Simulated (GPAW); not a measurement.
# Screening of a field by Mo2CO2 MXene monolayer, part 2 of 2

How does Mo2CO2 MXene monolayer screen a perpendicular field?

GPAW 26.7.0; GPAW, PAW setups; layer in a repeated cell with vacuum, relaxation of atoms and in-plane cell (the session's first sound run).

So far. Step 5 (Field on): The dipole is now -0.0249 e Å, against -5.4e-4 in the run without a field.

### 6. Field on

Level of this step: GPAW, PAW setups; slab in vacuum (GPAW).

Input file run.py:

```python
import json
import numpy as np
from ase import Atoms
from gpaw import GPAW, PW
from gpaw.external import ConstantElectricField

slab = Atoms(
    ['O', 'Mo', 'C', 'Mo', 'O'],
    positions=[
        [-0.00000, 1.77363, 9.00000],
        [1.53601, 0.88682, 10.12546],
        [-0.00000, 0.00000, 11.25008],
        [-0.00000, 1.77363, 12.37470],
        [1.53601, 0.88682, 13.50016]],
    cell=[[3.07202, 0.0, 0.0], [-1.53601, 2.66044, 0.0], [0.0, 0.0, 22.5002]],
    pbc=[True, True, False])

slab.calc = GPAW(mode=PW(500), xc='PBE', kpts={'size': (12, 12, 1), 'gamma': True},
                 occupations={'name': 'fermi-dirac', 'width': 0.05}, nbands='160%',
                 convergence={'density': 1e-05}, maxiter=200,
                 poissonsolver={'dipolelayer': 'xy'},
                 external=ConstantElectricField(-0.05, [0, 0, 1]),
                 symmetry={'tolerance': 1e-3}, txt='slab.txt')
result = {}
energy = slab.get_potential_energy()
fermi = slab.calc.get_fermi_level()
v = slab.calc.get_electrostatic_potential().mean((0, 1)) - fermi
n = slab.calc.get_pseudo_density().mean((0, 1))
L = slab.cell[2, 2]
z = np.arange(len(v)) * L / len(v)
low, high = slab.positions[:, 2].min(), slab.positions[:, 2].max()
below, above = np.interp([low - 6.8, high + 6.8], z, v)
slopes = [np.interp(x, z, np.gradient(v, z)) for x in (low - 6.8, high + 6.8)]
eps = np.array([[slab.calc.get_eigenvalues(k, s) for k in range(len(slab.calc.get_ibz_k_points()))]
                for s in range(slab.calc.get_number_of_spins())]) - fermi
top, bottom = eps[eps < 0].max(), eps[eps > 0].min()
dipole = slab.get_dipole_moment()[2]
print(f'energy {energy:.4f} eV, Fermi level {fermi:.4f} eV, dipole {dipole:.5f} e A')
print(f'potential 6.8 A off the faces, from the Fermi level: lower {below:.4f} eV, upper {above:.4f} eV')
print(f'slope of the potential there: lower {slopes[0]:.5f}, upper {slopes[1]:.5f} eV/A')
print(f'nearest levels on the mesh: {top:.4f} and {bottom:.4f} eV')
print('magnetic moment', round(slab.get_magnetic_moment(), 3))
result.update(energy=energy, fermi=fermi, dipole=dipole, below=below, above=above, slopes=slopes, edges=[top, bottom],
              z=z.tolist(), v=v.tolist(), n=n.tolist(), positions=slab.positions.tolist(),
              forces=slab.get_forces(apply_constraint=False).tolist(), moments=slab.get_magnetic_moments().tolist())
json.dump(result, open('result.json', 'w'))
```

The run is started by

```console
$ OMP_NUM_THREADS=1 OPENBLAS_NUM_THREADS=1 python run.py
```

Output:

```text
energy -45.8178 eV, Fermi level -1.3326 eV, dipole -0.01247 e A
potential 6.8 A off the faces, from the Fermi level: lower 6.2126 eV, upper 6.4887 eV
slope of the potential there: lower -0.00083, upper 0.00083 eV/A
nearest levels on the mesh: -0.1321 and 0.0319 eV
magnetic moment 0.0
```

It took 3.8 min on 1 thread of Arm Neoverse V1, shared host; peak memory 0.53 GiB.

### 7. Field on

run.py: that of step 6 with these lines changed.

```diff
@@ -21,3 +21,3 @@
                  poissonsolver={'dipolelayer': 'xy'},
-                 external=ConstantElectricField(-0.05, [0, 0, 1]),
+                 external=ConstantElectricField(0.05, [0, 0, 1]),
                  symmetry={'tolerance': 1e-3}, txt='slab.txt')
```

Output:

```text
energy -45.8178 eV, Fermi level -1.3326 eV, dipole 0.01247 e A
potential 6.8 A off the faces, from the Fermi level: lower 6.4887 eV, upper 6.2126 eV
slope of the potential there: lower -0.00083, upper 0.00083 eV/A
nearest levels on the mesh: -0.1321 and 0.0319 eV
magnetic moment 0.0
```

Elapsed: 3.8 min, on 1 thread; peak memory 0.54 GiB.

Table of electrostatic potential energy of an electron (without an applied field's), less the Fermi level, planar mean by z:

```
z (Å)  electrostatic potential energy of an electron (without an applied field's), less the Fermi level, planar mean (eV)
    0                                                                                                                6.35
    2                                                                                                                6.49
    4                                                                                                                6.49
    6                                                                                                                6.48
    8                                                                                                                5.83
   10                                                                                                               -24.2
   12                                                                                                               -18.2
   14                                                                                                                1.91
   16                                                                                                                6.21
   18                                                                                                                6.21
   20                                                                                                                6.21
   22                                                                                                                6.21
```

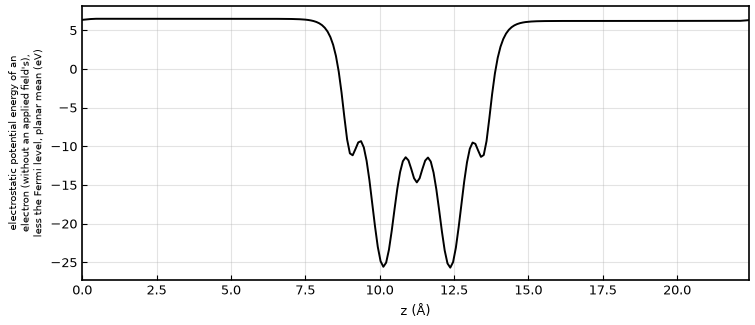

Electrostatic potential energy of an electron (without an applied field's), less the Fermi level, planar mean against z.

### 8. Field on

run.py: that of step 7 with these lines changed.

```diff
@@ -21,3 +21,3 @@
                  poissonsolver={'dipolelayer': 'xy'},
-                 external=ConstantElectricField(0.05, [0, 0, 1]),
+                 external=ConstantElectricField(0.1, [0, 0, 1]),
                  symmetry={'tolerance': 1e-3}, txt='slab.txt')
```

Output:

```text
energy -45.8187 eV, Fermi level -1.3327 eV, dipole 0.02491 e A
potential 6.8 A off the faces, from the Fermi level: lower 6.6265 eV, upper 6.0750 eV
slope of the potential there: lower -0.00083, upper 0.00083 eV/A
nearest levels on the mesh: -0.1321 and 0.0319 eV
magnetic moment 0.0
```

Run time: 3.6 min. Hardware: 1 thread; peak memory 0.53 GiB.

Table of electrostatic potential energy of an electron (without an applied field's), less the Fermi level, planar mean by z:

```
z (Å)  electrostatic potential energy of an electron (without an applied field's), less the Fermi level, planar mean (eV)
    0                                                                                                                6.35
    1                                                                                                                6.63
    2                                                                                                                6.63
    3                                                                                                                6.63
    4                                                                                                                6.63
    5                                                                                                                6.62
    6                                                                                                                6.62
    7                                                                                                                6.60
    8                                                                                                                5.96
    9                                                                                                               -10.8
   10                                                                                                               -24.2
   11                                                                                                               -12.2
   12                                                                                                               -18.3
   13                                                                                                               -11.0
   14                                                                                                                1.78
   15                                                                                                                5.97
   16                                                                                                                6.07
   17                                                                                                                6.07
   18                                                                                                                6.07
   19                                                                                                                6.07
   20                                                                                                                6.07
   21                                                                                                                6.08
   22                                                                                                                6.08
```

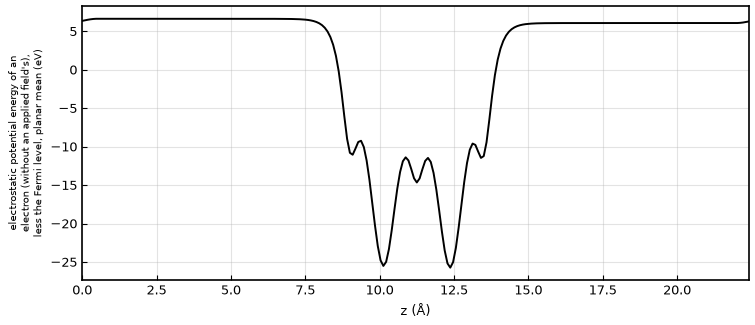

Electrostatic potential energy of an electron (without an applied field's), less the Fermi level, planar mean, plotted against z.

The dipole is now 0.0249 e Å, against -5.4e-4 in the run without a field.

### 9. Field on

run.py: that of step 8 with these lines changed.

```diff
@@ -21,3 +21,3 @@
                  poissonsolver={'dipolelayer': 'xy'},
-                 external=ConstantElectricField(0.1, [0, 0, 1]),
+                 external=ConstantElectricField(0.2, [0, 0, 1]),
                  symmetry={'tolerance': 1e-3}, txt='slab.txt')
```

Output:

```text
energy -45.8225 eV, Fermi level -1.3333 eV, dipole 0.04981 e A
potential 6.8 A off the faces, from the Fermi level: lower 6.9030 eV, upper 5.8003 eV
slope of the potential there: lower -0.00083, upper 0.00083 eV/A
nearest levels on the mesh: -0.1322 and 0.0319 eV
magnetic moment 0.0
```

Elapsed: 3.6 min, on 1 thread; peak memory 0.54 GiB.

The electrostatic potential energy of an electron (without an applied field's), less the Fermi level, planar mean by z:

```
z (Å)  electrostatic potential energy of an electron (without an applied field's), less the Fermi level, planar mean (eV)
    0                                                                                                                6.35
    2                                                                                                                6.90
    4                                                                                                                6.90
    6                                                                                                                6.90
    8                                                                                                                6.23
   10                                                                                                               -24.0
   12                                                                                                               -18.3
   14                                                                                                                1.54
   16                                                                                                                5.79
   18                                                                                                                5.80
   20                                                                                                                5.80
   22                                                                                                                5.80
```

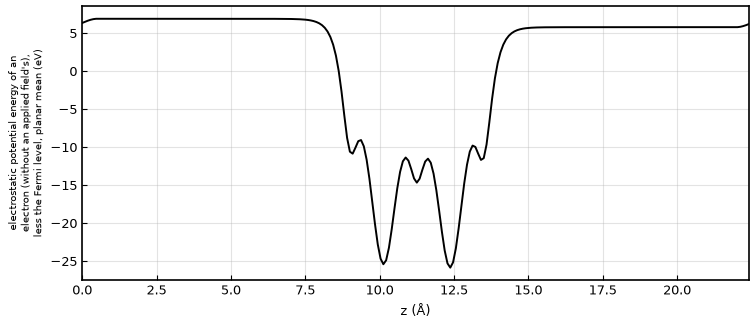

Electrostatic potential energy of an electron (without an applied field's), less the Fermi level, planar mean against z.

The dipole is now 0.0498 e Å, against -5.4e-4 in the run without a field.

### 10. Field on

run.py: that of step 9 with these lines changed.

```diff
@@ -21,3 +21,3 @@
                  poissonsolver={'dipolelayer': 'xy'},
-                 external=ConstantElectricField(0.2, [0, 0, 1]),
+                 external=ConstantElectricField(0.3, [0, 0, 1]),
                  symmetry={'tolerance': 1e-3}, txt='slab.txt')
```

Output:

```text
energy -45.8287 eV, Fermi level -1.3345 eV, dipole 0.07474 e A
potential 6.8 A off the faces, from the Fermi level: lower 7.1806 eV, upper 5.5260 eV
slope of the potential there: lower -0.00083, upper 0.00083 eV/A
nearest levels on the mesh: -0.1322 and 0.0319 eV
magnetic moment 0.0
```

It took 4 min on 1 thread; peak memory 0.54 GiB.

Table of electrostatic potential energy of an electron (without an applied field's), less the Fermi level, planar mean by z:

```
z (Å)  electrostatic potential energy of an electron (without an applied field's), less the Fermi level, planar mean (eV)
  0.0                                                                                                                6.35
  2.5                                                                                                                7.18
  5.0                                                                                                                7.18
  7.5                                                                                                                7.06
 10.0                                                                                                               -23.9
 12.5                                                                                                               -24.7
 15.0                                                                                                                5.43
 17.5                                                                                                                5.52
 20.0                                                                                                                5.53
```

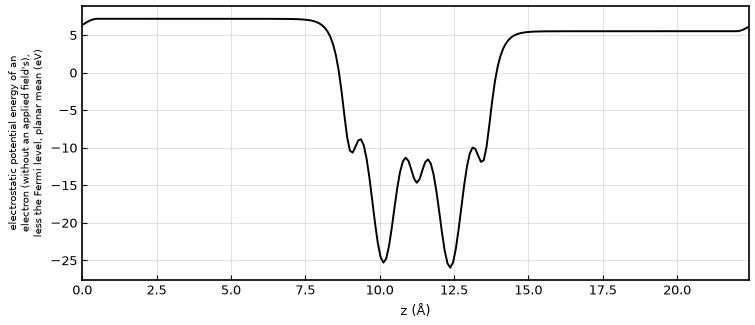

Electrostatic potential energy of an electron (without an applied field's), less the Fermi level, planar mean, plotted against z.

The dipole is now 0.0747 e Å, against -5.4e-4 in the run without a field.

### 11. The series

The members are put on one axis.

This step: induced dipole against applied field (GPAW 26.7.0).

Dipole along the normal against field:

```
field (V/Å)  dipole along the normal (e·Å)
     -0.200                        -0.0498
     -0.100                        -0.0249
     -0.050                        -0.0125
      0.000                        -5.4e-4
      0.050                         0.0125
      0.100                         0.0249
      0.200                         0.0498
      0.300                         0.0747
```

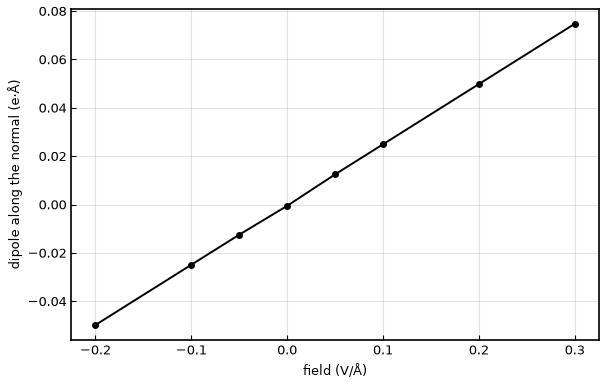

Dipole along the normal against field.

### 12. A changed run

One more run, with changed settings.

This step: GPAW, PAW setups; slab in vacuum (GPAW 26.7.0).

run.py: that of step 10 with these lines changed.

```diff
@@ -4,3 +4,2 @@
 from gpaw import GPAW, PW
-from gpaw.external import ConstantElectricField
 
@@ -17,7 +16,6 @@
 
-slab.calc = GPAW(mode=PW(500), xc='PBE', kpts={'size': (12, 12, 1), 'gamma': True},
+slab.calc = GPAW(mode=PW(500), xc='PBE', kpts={'size': (1, 1, 1), 'gamma': True},
                  occupations={'name': 'fermi-dirac', 'width': 0.05}, nbands='160%',
-                 convergence={'density': 1e-05}, maxiter=200,
+                 convergence={'density': 1e-05}, maxiter=75,
                  poissonsolver={'dipolelayer': 'xy'},
-                 external=ConstantElectricField(0.3, [0, 0, 1]),
                  symmetry={'tolerance': 1e-3}, txt='slab.txt')
```

Output:

```text
energy -43.4352 eV, Fermi level -1.8950 eV, dipole -0.00054 e A
potential 6.8 A off the faces, from the Fermi level: lower 6.7535 eV, upper 6.7668 eV
slope of the potential there: lower -0.00081, upper 0.00081 eV/A
nearest levels on the mesh: -0.7132 and 0.6783 eV
magnetic moment 0.0
```

Wall time 5.4 s (1 thread); peak memory 0.18 GiB.

The run finished. A setting was moved off its sound value on purpose, so it serves as a test and not as the result.

The fault put into the input: one k-point (kpts = [1, 1]).

Side by side:

```
                quantity  this run  sound run  difference
upper work function (eV)    6.7668     6.3574       0.409
lower work function (eV)    6.7535     6.3440       0.409
```

One result that differs is the lower work function, 6.75 eV against 6.34 eV.

### 13. Results

```yaml
work_function_upper_and_lower_face: 6.357 and 6.344 eV
dipole_along_the_normal: -5.4e-4 e Å
induced_dipole_per_field: 0.249 e Å per V/Å
out_of_plane_polarisability_per_area_alpha_eps_0_a: 5.51 Å
```

In words: The field induces 0.249 e Å per V/Å, a polarisable thickness α/(ε0 A) of 5.51 Å beside 4.50 Å between the outermost nuclei. A perfect conductor would give the distance between its two image planes; a dielectric of thickness t gives t(1 - 1/ε). The induced dipole is linear in the field over this range. The small printed dipole stands for a step of 12 meV from the lower to the upper face, and the probes find 13 meV; values this small are near the numerical noise of both. The layer's cell and atoms come from the relaxation; spin-orbit coupling and temperature are left out.

[Logs are printed without paths, hosts, clocks, repeated set-up lines and the standing remarks that a program may print on its own settings, such as how far it seeks lower states.]

[Hosts, paths, dates, database ids (printed as entryN), source tags and the programs' standing remarks are cut or masked in the printed files.]
